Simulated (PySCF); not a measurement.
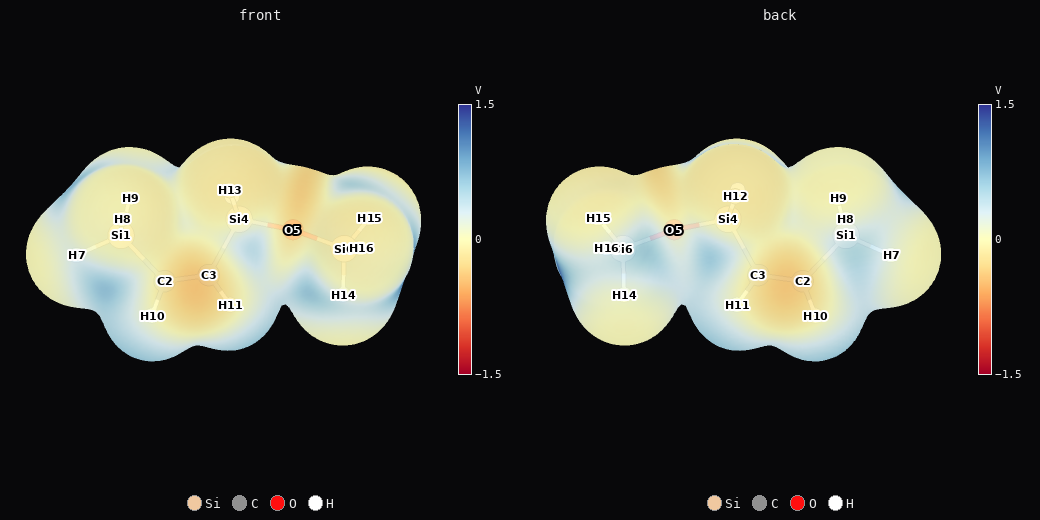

Figure. C2H10OSi3. The molecular electrostatic potential painted on the density surface at 0.001 e/bohr³, seen from the front and from behind; red is negative and blue positive.

Geometry: GFN2-xTB.

These are results of PBE0/pcSseg-1, SCF density, gas phase, non-relativistic (PySCF 2.14.0), not measurements.

```xyz
16

Si   -3.1252   -0.0198    0.4886
C    -1.6818   -1.2207    0.5939
C    -0.3990   -0.9258    0.3910
Si    0.3031    0.7594   -0.0626
O     1.9144    0.6766    0.1068
Si    3.4846    0.3097    0.1984
H    -4.3564   -0.8057    0.3489
H    -3.2056    0.7719    1.7195
H    -2.9708    0.8706   -0.6629
H    -1.9365   -2.2454    0.8532
H     0.3359   -1.7220    0.4928
H     0.0566    1.0946   -1.4680
H    -0.1239    1.8185    0.8524
H     3.6311   -1.1319   -0.0058
H     4.1464    1.0714   -0.8583
H     3.9194    0.7074    1.5357
```

Where is the surface potential most negative and most positive?

The most negative region (about −0.4 V) lies over the π face of C2 and C3, the most positive (about +1.1 V) over Si6.

How polar is the molecule by this calculation?

Its dipole moment is 0.79 D.
